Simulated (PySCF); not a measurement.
C₄H₂Cl₂Ge (SMILES C#[C][Ge]([Cl])([Cl])[C]#C)

Input file:

```
{"job": {"kind": "uv", "xc": "wB97X-D", "basis": "def2-SVPD", "ip": false, "nstates": 15}, "charge": 0, "multiplicity": 1}
Ge    -0.651286    -0.024410    -0.542984
C     -0.841112     0.000086     1.327001
C     -0.932970     0.024943     2.537863
H     -1.018169     0.046130     3.610720
C      1.152255    -0.017865    -1.069385
C      2.313081    -0.012688    -1.426202
H      3.343258    -0.007170    -1.737385
Cl    -1.625336     1.685353    -1.382567
Cl    -1.606961    -1.763820    -1.342722
```

Command:

```sh
OMP_NUM_THREADS=1 python probes_run.py task.json out
```

Geometry: PBE0-D3(BJ)/def2-SVP.

All numbers below come from wB97X-D/def2-SVPD, SCF density, gas phase in PySCF 2.14.0.

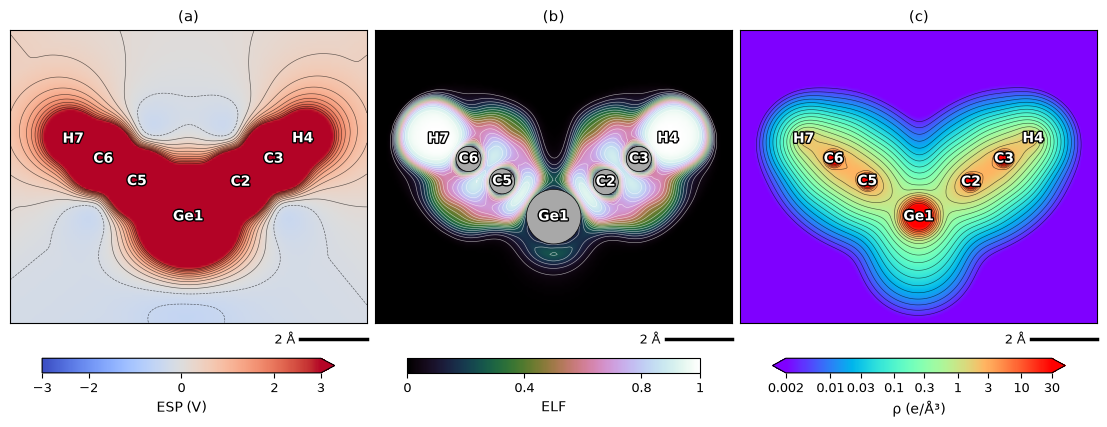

Figure 1. (a) molecular electrostatic potential; (b) electron localisation function; (c) electron density on the plane of atoms C2, Ge1 and C5. Grey discs cover the atomic cores in the ELF map.

### What do the fields say about this system?

The section cuts through Ge, C and H sites.
C–C (1.21 Å): ρ at the midpoint is about 2.7 e/Å³; the ELF peaks at about 0.85 between the atoms; a multiple bond.
C–Ge (1.88 Å): ρ at the midpoint is about 0.96 e/Å³; the ELF peaks at about 0.95 in the valence shell of C, 0.7 Å from its nucleus, and is about 0.65 at the midpoint.
C–H (1.08 Å): the density is about 2 e/Å³ at the midpoint; the ELF climbs to about 1 towards the hydrogen, as it does in any bond to H; an ordinary covalent bond to hydrogen.
Outside the dense part of the molecule the potential is most negative (−0.5 V) near Cl9, which lies off the plane.

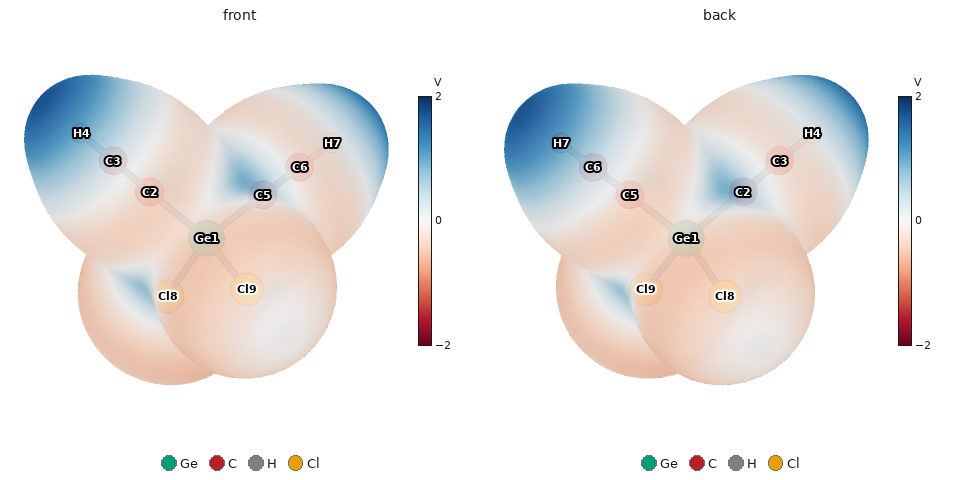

Figure 2. The molecular electrostatic potential painted on the density surface at 0.001 e/bohr³, seen from the front and from behind; red is negative and blue positive.

### Where is the surface potential most negative and most positive?

The most negative region (about −0.6 V) lies over Cl8 and Cl9, the most positive (about +1.7 V) over H4 and H7.

### What dipole moment does the calculation give?

Its dipole moment is 2.80 D.
